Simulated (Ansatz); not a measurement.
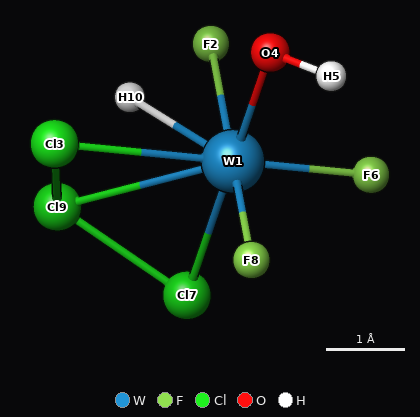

Figure 1. The starting structure (ball-and-stick view, seen at a tilt; atoms are numbered from 1 in the order of the input). Sticks mark near contacts.

## Geometry relaxation, with input and output: WH₂Cl₃OF₃

WH₂Cl₃OF₃, computed with RKS PBE/def2-SVP (Ansatz 0.2.0).

The input holds or restrains some coordinates. It belongs to a series of runs on one base structure; here: pulled along the bonds that form and break, towards end A. Figures and captions count atoms from 1; the log counts them from 0 in places.

The input:
```yaml
crystal:
  periodic: [false, false, false]
  atoms:
    - { symbol: W, position_ang: [0.0, 0.0, 0.0] }
    - { symbol: F, position_ang: [0.0, 0.0, 2.2] }
    - { symbol: Cl, position_ang: [2.39, 0.0, 0.0] }
    - { symbol: O, position_ang: [0.0, 1.94, 0.0] }
    - { symbol: H, position_ang: [-0.6343, 2.2771, -0.71] }
    - { symbol: F, position_ang: [-1.85, 0.0, 0.0] }
    - { symbol: Cl, position_ang: [0.0, -2.39, 0.0] }
    - { symbol: F, position_ang: [0.0, 0.0, -1.85] }
    - { symbol: Cl, position_ang: [1.7619, -1.8472, 0.8482] }
    - { symbol: H, position_ang: [0.8713, -0.9135, 2.0396] }
basis:
  gaussian: { orbitals: def2-SVP }
hamiltonian:
  xc: pbe
relax:
  f_tol: 0.15
  max_steps: 25
  restrain:
    - { distance: [0, 8], at: 3.59, k: 30.0 }
    - { distance: [9, 1], at: 2.12, k: 30.0 }
    - { distance: [0, 1], at: 1.85, k: 30.0 }
    - { distance: [9, 8], at: 1.37, k: 30.0 }
output:
  orbitals: {}
```

Run on 4 threads of Arm Neoverse V1, 24 GiB of memory available, shared host.

Run as:
```bash
ansatz run input.yaml --threads 4 --pin off --max-ram 5120MiB --backend cpu --events-out ev --progress --plain --runs-dir out
```

What the program printed:
```
The last accepted step is kept in [file] (removed where the run ends without a failure and the disk answers)
Engine: ansatz 0.2.0, aarch64-unknown-linux-gnu
Functional definition: PBE
  parameter kappa = 0.804
  parameter beta = 0.06672455060314922
  exchange = pbe_x(kappa = kappa, mu = beta*pi^2/3)
  correlation = pbe_c(beta = beta)
1595 factors; their error is unknown
mean field evaluation 1: about -49563.4704 eV, gradient 8.5e1 eV
mean field evaluation 2: about -49262.5022 eV, gradient 3.4e2 eV
mean field evaluation 4: about -49513.1899 eV, gradient 1.5e2 eV
mean field evaluation 8: about -49578.7994 eV, gradient 2.9e-3 eV
mean field evaluation 16: about -49577.1494 eV, gradient 9.7e0 eV
mean field evaluation 32: about -49572.5201 eV, gradient 2.2e1 eV
mean field -49578.70759110 eV, -1821.9838983179 hartree, gradient 1.2e-5 eV, S^2 0.000000; 6 other end points of the search recorded, 0 dependent functions left out
the calculation of the forces begins
reference -49578.70766158 eV, -1821.9839009080 hartree; 51, 51 occupied and 101, 101 virtual orbitals, 1595 factors
relax step   1: F+E_penalty+E_count = -49578.70759110 eV  Δ(F+E_penalty+E_count) = +0.000e0 eV  max|allowed force component| = 8.997e0 eV/Å  E_restraint = 26.99904006 eV  max|allowed force component, restraints' pulls added| = 2.492e1 eV/Å  Δτ_max = 0.0000 Å  (249 SCF iters, accepted)
  distance W 0 - Cl 8 = 2.6900 Å
  distance H 9 - F 1 = 1.2725 Å
  distance W 0 - F 1 = 2.2000 Å
  distance H 9 - Cl 8 = 1.7562 Å
these checks for a lower state are left out or cut short: starts, cluster_reference, orbital_swaps, neighbouring_geometries, increment
1595 factors; their error is unknown
mean field evaluation 64: about -49581.0921 eV, gradient 1.7e-1 eV
mean field -49581.09215643 eV, -1822.0715294776 hartree, gradient 1.5e-5 eV, S^2 0.000000; 0 other end points of the search recorded, 0 dependent functions left out
[... from here on the field's lines of each further geometry are left out, up to the last ...]
relax step   2: F+E_penalty+E_count = -49581.09215643 eV  Δ(F+E_penalty+E_count) = -2.385e0 eV  max|allowed force component| = 7.575e0 eV/Å  E_restraint = 13.76101716 eV  max|allowed force component, restraints' pulls added| = 1.845e1 eV/Å  Δτ_max = 0.1949 Å  (73 SCF iters, accepted)
relax step   3: F+E_penalty+E_count = -49583.14233395 eV  Δ(F+E_penalty+E_count) = -2.050e0 eV  max|allowed force component| = 6.303e0 eV/Å  E_restraint = 4.38820256 eV  max|allowed force component, restraints' pulls added| = 1.201e1 eV/Å  Δτ_max = 0.1949 Å  (66 SCF iters, accepted)
relax step   4: F+E_penalty+E_count = -49585.01518658 eV  Δ(F+E_penalty+E_count) = -1.873e0 eV  max|allowed force component| = 3.930e0 eV/Å  E_restraint = 0.76518568 eV  max|allowed force component, restraints' pulls added| = 6.089e0 eV/Å  Δτ_max = 0.1949 Å  (51 SCF iters, accepted)
relax step   5: F+E_penalty+E_count = -49586.42653849 eV  Δ(F+E_penalty+E_count) = -1.411e0 eV  max|allowed force component| = 2.147e0 eV/Å  E_restraint = 0.03514020 eV  max|allowed force component, restraints' pulls added| = 2.294e0 eV/Å  Δτ_max = 0.1989 Å  (48 SCF iters, accepted)
relax step   6: F+E_penalty+E_count = -49587.28119256 eV  Δ(F+E_penalty+E_count) = -8.547e-1 eV  max|allowed force component| = 1.218e0 eV/Å  E_restraint = 0.08816379 eV  max|allowed force component, restraints' pulls added| = 9.874e-1 eV/Å  Δτ_max = 0.1976 Å  (45 SCF iters, accepted)
relax step   7: F+E_penalty+E_count = -49587.39517481 eV  Δ(F+E_penalty+E_count) = -1.140e-1 eV  max|allowed force component| = 1.251e0 eV/Å  E_restraint = 0.06684802 eV  max|allowed force component, restraints' pulls added| = 7.066e-1 eV/Å  Δτ_max = 0.1972 Å  (41 SCF iters, accepted)
relax step   8: F+E_penalty+E_count = -49587.48469073 eV  Δ(F+E_penalty+E_count) = -8.952e-2 eV  max|allowed force component| = 1.255e0 eV/Å  E_restraint = 0.05063803 eV  max|allowed force component, restraints' pulls added| = 4.156e-1 eV/Å  Δτ_max = 0.2000 Å  (40 SCF iters, accepted)
relax step   9: F+E_penalty+E_count = -49587.53711281 eV  Δ(F+E_penalty+E_count) = -5.242e-2 eV  max|allowed force component| = 1.189e0 eV/Å  E_restraint = 0.03614328 eV  max|allowed force component, restraints' pulls added| = 1.859e-1 eV/Å  Δτ_max = 0.2000 Å  (38 SCF iters, accepted)
the calculation of the forces begins
reference -49587.54123430 eV, -1822.3085287179 hartree; 51, 51 occupied and 101, 101 virtual orbitals, 1595 factors
relax step  10: F+E_penalty+E_count = -49587.54116425 eV  Δ(F+E_penalty+E_count) = -4.051e-3 eV  max|allowed force component| = 1.163e0 eV/Å  E_restraint = 0.03358164 eV  max|allowed force component, restraints' pulls added| = 6.573e-2 eV/Å  Δτ_max = 0.1028 Å  (34 SCF iters, accepted)
  distance W 0 - Cl 8 = 3.6174 Å
  distance H 9 - F 1 = 2.1207 Å
  distance W 0 - F 1 = 1.8653 Å
  distance H 9 - Cl 8 = 1.3346 Å
1595 factors; their error is unknown
mean field evaluation 160: about -49587.5412 eV, gradient 3.1e-3 eV
```

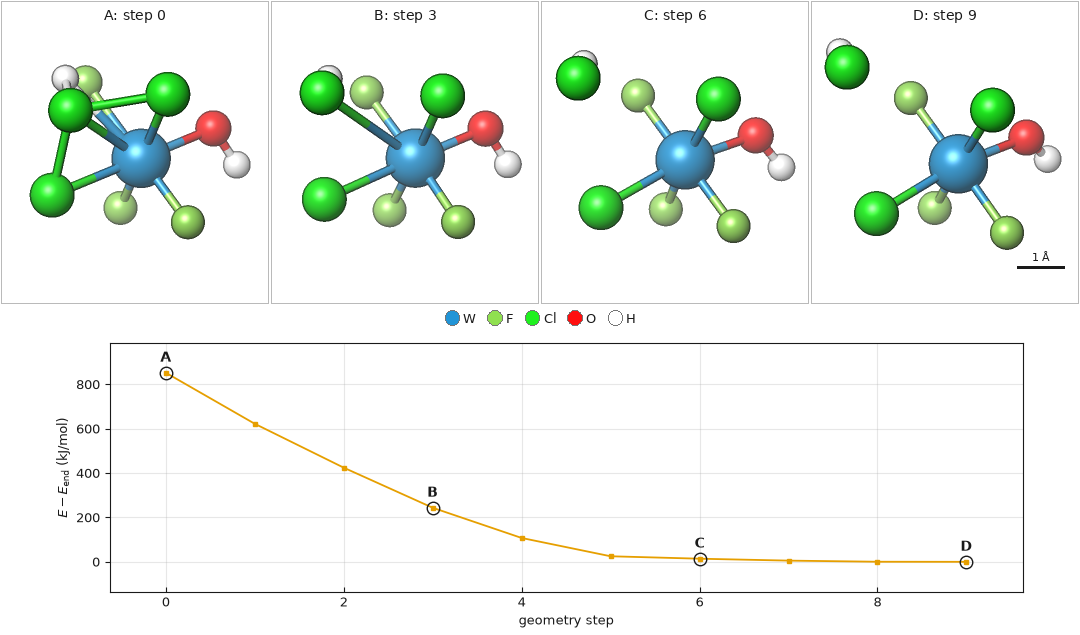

Figure 2. Frames of the restrained relaxation (ball-and-stick view, seen at a tilt) above the curves, on which the letters mark them (the first geometry is step 0 here and step 1 in the log).

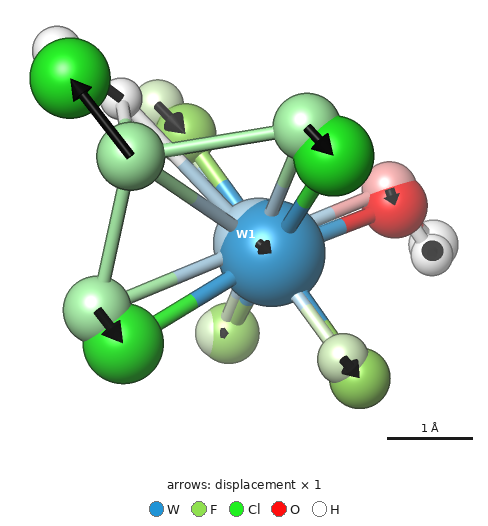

Figure 3. Start (faint) and end (solid) with the displacements as black arrows, at true length (ball-and-stick view, seen at a tilt). The two geometries are laid on each other by the best rigid fit. Over 9 geometry steps the energy falls by 852.3 kJ/mol. Largest force component: 9 eV/Å at the start, 1.2 eV/Å at the end. Cl9 moves most after the best rigid fit: 1.18 Å. Largest moves by element: Cl 1.18 Å, H 0.97 Å, F 0.56 Å, W 0.22 Å, O 0.21 Å. Distances before and after: Cl7–Cl9 2.029 → 3.298 Å, Cl3–Cl9 2.127 → 3.273 Å, W1–H10 2.399 → 3.539 Å, W1–Cl9 2.690 → 3.617 Å. New bonds form: Cl9–H10 (1.76 → 1.33 Å). Bonds break: Cl3–Cl9 (2.13 → 3.27 Å), Cl7–Cl9 (2.03 → 3.30 Å), W1–Cl9 (2.69 → 3.62 Å). Among the angles that change: W1–O4–H5 109.5° → 129.4°, O4–W1–Cl7 180.0° → 168.5°, Cl3–W1–Cl7 90.0° → 97.4°. (Atoms are counted from 1 in the order of the input.)

```
mean field -49587.54116425 eV, -1822.3085261435 hartree, gradient 1.5e-5 eV, S^2 0.000000; 1 other end points of the search recorded, 0 dependent functions left out
the calculation of the forces begins
reference -49587.54123430 eV, -1822.3085287179 hartree; 51, 51 occupied and 101, 101 virtual orbitals, 1595 factors
Total energy: -49587.54123430 eV, -1822.3085287179 hartree
Atom 0 at     0.032519     0.048581    -0.201456 Å, force    -0.546796     0.567481    -0.948659 eV/Å
Atom 1 at     0.160119    -0.029107     1.657900 Å, force    -0.012824     0.021475     0.445428 eV/Å
Atom 2 at     2.297113     0.128348    -0.510681 Å, force     0.016855     0.014738    -0.000165 eV/Å
Atom 3 at    -0.103036     1.930151    -0.128602 Å, force     0.065730    -0.059889     0.013528 eV/Å
Atom 4 at    -0.836657     2.510242    -0.408884 Å, force    -0.032633     0.025398     0.004007 eV/Å
Atom 5 at    -1.853116     0.088761     0.026277 Å, force     0.007728    -0.010116    -0.004823 eV/Å
Atom 6 at    -0.225519    -2.226825    -0.477034 Å, force    -0.003188    -0.005441     0.003684 eV/Å
Atom 7 at    -0.250987     0.197368    -2.058735 Å, force     0.001975    -0.025760     0.002243 eV/Å
Atom 8 at     2.072041    -2.090338     1.884384 Å, force    -0.166674    -0.036572     1.162864 eV/Å
Atom 9 at     1.246423    -1.490780     2.744631 Å, force     0.669827    -0.491315    -0.678107 eV/Å
Dipole moment:    -0.113885     0.449164     0.152100 e Å
```

Trajectory as extended XYZ (Å, eV, eV/Å), 10 frames, from step=1 to step=10:
```
10
Properties=species:S:1:pos:R:3:forces:R:3 step=1 energy=-49578.70759
W     0.0000    0.0000    0.0000    0.9945   0.4445   1.1178
F     0.0000    0.0000    2.2000    1.9238  -2.1677  -0.9466
Cl    2.3900    0.0000    0.0000    3.5958   7.0455  -3.5060
O     0.0000    1.9400    0.0000   -1.1466  -0.8912  -0.5010
H    -0.6343    2.2771   -0.7100    0.9647  -0.1367   0.7352
F    -1.8500    0.0000    0.0000   -1.3332   0.1806   0.3980
Cl    0.0000   -2.3900    0.0000   -8.9973  -3.2081  -4.3678
F     0.0000    0.0000   -1.8500   -0.0016   0.1585  -1.5629
Cl    1.7619   -1.8472    0.8482    5.1709  -2.6449   8.5423
H     0.8713   -0.9135    2.0396   -1.1709   1.2196   0.0910
10
Properties=species:S:1:pos:R:3:forces:R:3 step=2 energy=-49581.09216
W    -0.0721    0.0858    0.0176    2.4991  -2.0361   0.2410
F    -0.0614    0.0632    2.1396    0.9948  -1.1013  -1.6966
Cl    2.4086    0.0405   -0.0191    0.5828   4.8557  -2.6116
O    -0.0080    1.9475   -0.0005   -0.9345   0.7539  -0.4325
H    -0.6295    2.2785   -0.7079    0.6241   0.2899   0.3265
F    -1.8766    0.0030    0.0031   -2.3984   0.2529   0.3472
Cl   -0.0544   -2.4037   -0.0250   -4.9017   0.1993  -2.5568
F    -0.0011    0.0025   -1.8561   -0.1072   0.4011  -0.1590
Cl    1.8642   -1.9348    0.9891    3.0735  -2.8788   7.5746
H     0.9692   -1.0160    1.9868    0.5675  -0.7366  -1.0330
10
Properties=species:S:1:pos:R:3:forces:R:3 step=3 energy=-49583.14233
W    -0.1306    0.1466    0.0288    4.8002  -3.1666   0.1551
F    -0.1406    0.1469    2.0595    0.4884  -0.5888  -2.0948
Cl    2.3927    0.0747   -0.0399   -1.6448   2.9387  -1.5718
O    -0.0159    1.9642   -0.0044   -0.6428   1.8868  -0.4408
H    -0.6262    2.2865   -0.7086    0.0952   0.6737   0.0882
F    -1.9083    0.0062    0.0064   -3.4156   0.1864   0.1103
Cl   -0.0772   -2.3791   -0.0397   -2.9789   1.4550  -1.7475
F    -0.0031    0.0090   -1.8494   -0.3662   0.4082   0.3743
Cl    1.9526   -2.0385    1.1285    2.0116  -2.0796   6.3027
H     1.0957   -1.1499    1.9467    1.6531  -1.7138  -1.1757
10
Properties=species:S:1:pos:R:3:forces:R:3 step=4 energy=-49585.01519
W    -0.1353    0.1767    0.0334    3.4883  -3.9297  -0.2585
F    -0.1883    0.1969    1.9663    0.4012  -0.4008  -0.9866
Cl    2.3446    0.1071   -0.0574   -1.7871   1.6005  -0.6846
O    -0.0232    1.9950   -0.0121   -0.4555   1.7470  -0.3326
H    -0.6326    2.3045   -0.7102   -0.1731   0.8500  -0.2170
F    -1.9505    0.0105    0.0062   -1.7966   0.3804  -0.0581
Cl   -0.1051   -2.3409   -0.0605   -1.8096   1.6750  -1.0036
F    -0.0122    0.0162   -1.8400   -0.4380   0.5088   0.2446
Cl    2.0403   -2.1410    1.2692    1.2094  -0.9919   3.8975
H     1.2013   -1.2586    1.9330    1.3611  -1.4392  -0.6012
10
Properties=species:S:1:pos:R:3:forces:R:3 step=5 energy=-49586.42654
W    -0.1122    0.1440    0.0186    1.8576  -2.0908  -0.8411
F    -0.1799    0.1914    1.8935    0.3452  -0.3353   0.2824
Cl    2.2806    0.1518   -0.0676   -1.2401   0.6266  -0.1848
O    -0.0454    2.0099   -0.0276   -0.6039   0.4297  -0.3180
H    -0.6454    2.3419   -0.7230   -0.1187   0.6666  -0.1576
F    -1.9727    0.0357   -0.0014   -0.5364   0.4532  -0.1157
Cl   -0.1583   -2.2829   -0.0863   -0.7993   1.2848  -0.4112
F    -0.0372    0.0423   -1.8494   -0.3990   0.4022  -0.1803
Cl    2.1344   -2.2308    1.4197    0.4874  -0.3733   2.1470
H     1.2751   -1.3369    1.9513    1.0072  -1.0637  -0.2206
10
Properties=species:S:1:pos:R:3:forces:R:3 step=6 energy=-49587.28119
W    -0.0505    0.0850   -0.0250   -0.1812   0.5972  -1.1531
F    -0.0923    0.1123    1.8418    0.2360  -0.2216   0.5266
Cl    2.2435    0.1941   -0.0836   -0.1495   0.1442  -0.1625
O    -0.1349    1.9868   -0.0574   -0.2736  -0.2236  -0.3766
H    -0.6975    2.3819   -0.7581    0.0283   0.2329   0.1764
F    -1.9394    0.1286   -0.0261   -0.1125   0.0476   0.0111
Cl   -0.2400   -2.2156   -0.1395   -0.2255   0.1344  -0.2552
F    -0.1080    0.1185   -1.9130   -0.0371   0.0673   0.2012
Cl    2.2096   -2.2957    1.5791    0.0541  -0.0963   1.2183
H     1.3485   -1.4295    2.1096    0.6611  -0.6820  -0.1862
10
Properties=species:S:1:pos:R:3:forces:R:3 step=7 energy=-49587.39517
W    -0.0275    0.0769   -0.0537   -0.2788   0.6238  -1.0385
F    -0.0269    0.0733    1.8153    0.1849  -0.1828   0.4737
Cl    2.2605    0.2288   -0.1603   -0.0894  -0.0066  -0.0755
O    -0.1436    1.9742   -0.0857   -0.3010  -0.1188  -0.3458
H    -0.7503    2.4085   -0.7275    0.1173   0.0716   0.2665
F    -1.9184    0.1319   -0.0221   -0.1108   0.0656   0.0574
Cl   -0.2892   -2.2115   -0.2300   -0.0554   0.1031  -0.1501
F    -0.1168    0.1351   -1.9357   -0.0117   0.0301   0.0413
Cl    2.1736   -2.2937    1.6247   -0.1230   0.1319   1.2510
H     1.3774   -1.4572    2.3028    0.6678  -0.7177  -0.4801
10
Properties=species:S:1:pos:R:3:forces:R:3 step=8 energy=-49587.48469
W    -0.0121    0.0707   -0.0985   -0.3691   0.5332  -1.0594
F     0.0438    0.0199    1.7681    0.1052  -0.0985   0.4609
Cl    2.2703    0.1868   -0.2759   -0.0439   0.0362  -0.0449
O    -0.1471    1.9605   -0.0990   -0.0497  -0.0986  -0.0992
H    -0.7901    2.4492   -0.6523    0.0064   0.0864   0.1050
F    -1.9050    0.1283   -0.0099   -0.0453  -0.0212   0.0725
Cl   -0.2717   -2.2093   -0.3428   -0.0573   0.0566  -0.0810
F    -0.1556    0.1691   -1.9758   -0.0166   0.0241   0.0062
Cl    2.1234   -2.2460    1.7113   -0.1205   0.1192   1.2551
H     1.3829   -1.4627    2.5026    0.5907  -0.6374  -0.6152
10
Properties=species:S:1:pos:R:3:forces:R:3 step=9 energy=-49587.53711
W     0.0108    0.0499   -0.1673   -0.4607   0.5039  -0.9892
F     0.1210   -0.0221    1.6956    0.0054  -0.0388   0.4117
Cl    2.2805    0.1498   -0.4352    0.0386  -0.0143  -0.0094
O    -0.1124    1.9327   -0.1087   -0.1859   0.0981  -0.0870
H    -0.8130    2.4997   -0.4962    0.1195  -0.0654   0.0979
F    -1.8802    0.0902    0.0100    0.0502   0.0210   0.0347
Cl   -0.2456   -2.2216   -0.4650   -0.0059  -0.0249   0.0032
F    -0.2204    0.1958   -2.0338   -0.0202   0.0183   0.0313
Cl    2.0701   -2.1546    1.8337   -0.1388   0.0731   1.1895
H     1.3282   -1.4534    2.6948    0.5977  -0.5709  -0.6827
10
Properties=species:S:1:pos:R:3:forces:R:3 step=10 energy=-49587.54116
W     0.0325    0.0486   -0.2015   -0.5468   0.5675  -0.9487
F     0.1601   -0.0291    1.6579   -0.0128   0.0215   0.4454
Cl    2.2971    0.1283   -0.5107    0.0169   0.0147  -0.0002
O    -0.1030    1.9302   -0.1286    0.0657  -0.0599   0.0135
H    -0.8367    2.5102   -0.4089   -0.0326   0.0254   0.0040
F    -1.8531    0.0888    0.0263    0.0077  -0.0101  -0.0048
Cl   -0.2255   -2.2268   -0.4770   -0.0032  -0.0054   0.0037
F    -0.2510    0.1974   -2.0587    0.0020  -0.0258   0.0022
Cl    2.0720   -2.0903    1.8844   -0.1667  -0.0366   1.1629
H     1.2464   -1.4908    2.7446    0.6698  -0.4913  -0.6781
```

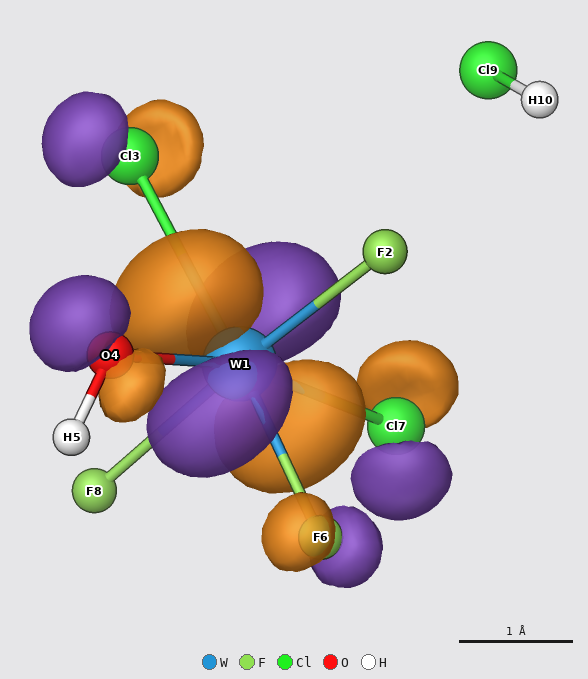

Figure 4. One frontier orbital at ±0.2 Å⁻³ᐟ² (orange and purple are the two phases), seen at an oblique angle. The LUMO, at −5.11 eV. Its weight (Hirshfeld) is mainly on W1 (60 %), Cl7 (10 %), Cl3 (10 %) and O4 (10 %).

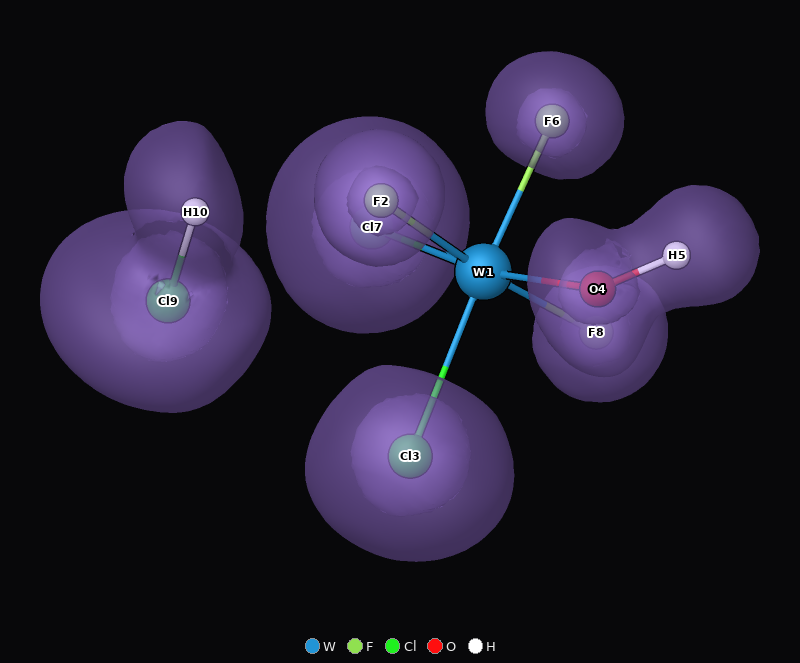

Figure 5. Isosurface of the ELF at 0.75 (purple), seen from the side. Core shells and regions of very low density are left out. Values along the shortest contacts: W1···Cl9 (3.62 Å): the ELF is only about 0 between them; a non-bonded, intermolecular contact. W–F (1.87 Å): the ELF peaks at about 0.85 in the valence shell of F, 0.5 Å from its nucleus, and drops to about 0.25 between the two atoms.

Results in brief:

```csv
quantity,value
outcome,converged under the restraints of the input
total energy,−49587.5412 eV
mean-field energy,−49587.5412 eV
"largest force (length of the vector) at the end, held atoms and coordinates included",1.233 eV/Å
wall time,44 s (CPU time 2.8 min)
peak memory,0.27 GiB
```
